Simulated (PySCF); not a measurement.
Ga(F)2(Ph), SMILES [F][Ga]([F])[c]1ccccc1 at its PBE0/def2-SVP optimised geometry (Å):

```
14

Ga     1.2902     1.6999     0.0000
F      3.0366     1.6999     0.0000
F      0.5947     3.3025     0.0000
C      0.2269     0.0976    -0.0074
C     -1.1732     0.1822    -0.0498
C     -1.9468    -0.9769    -0.0643
C     -1.3288    -2.2272    -0.0352
C      0.0623    -2.3221     0.0087
C      0.8390    -1.1649     0.0218
H     -1.6649     1.1588    -0.0719
H     -3.0366    -0.9045    -0.0987
H     -1.9366    -3.1355    -0.0470
H      0.5444    -3.3025     0.0319
H      1.9289    -1.2481     0.0544
```

Calculation: PBE0/def2-TZVP (PySCF). Cells within 0.4 Å of a nucleus heavier than hydrogen are left out (blank, or x).

Map of the Laplacian of the electron density (e/bohr⁵), clipped to [-1.50, 1.50] on the plane z = 0.0 Å:

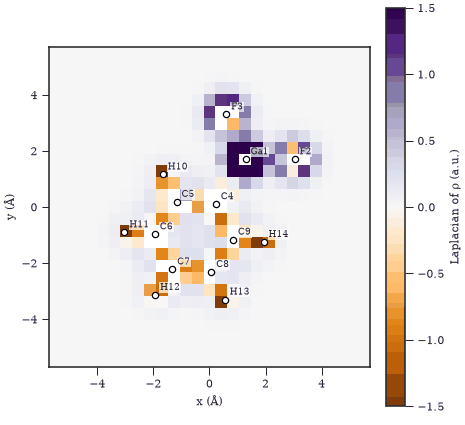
Laplacian of the electron density (e/bohr⁵), clipped to [-1.50, 1.50] on the plane z = 0.0 Å.
